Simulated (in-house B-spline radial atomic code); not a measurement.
Ru⁺ (Z = 44, 43 electrons) in the configuration [Kr] 4d7 (high spin). Theory: scalar-relativistic (spin-free one-electron X2C) BLYP, spin-polarised, spherical fractional occupations, Fermi nucleus, basis-set limit (computed with an in-house B-spline radial code). Radial functions and radii carry no picture-change correction.

```
Z = 44
electrons = 43.0
configuration = [Kr] 4d7
hamiltonian = x2c
method = b88,lyp
spin_polarised = True
nucleus = fermi
rms_radius = 4.4809
mass_number = 102
atomic_mass = 101.904340312
speed_of_light = 137.035999084
```

Wanted: the number of electrons inside radius r (solid) and the radial density 4πr²ρ (dashed).

The count levels off at 43 electrons. Half of them lie within 0.412 bohr, 90 % within 1.55 bohr and 99 % within 3.01 bohr. The radial density has minima at 0.047, 0.21 and 0.75 bohr, where the count stands at 2.0, 11.1 and 29.1; these part the shells that the density resolves.

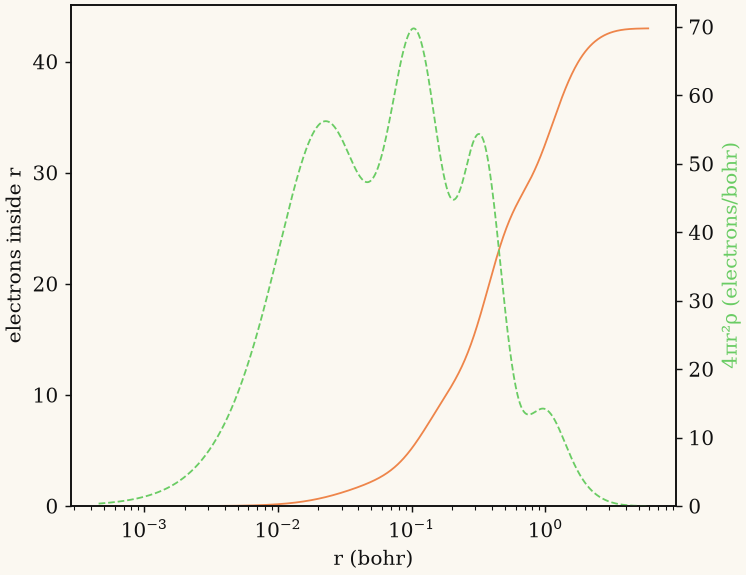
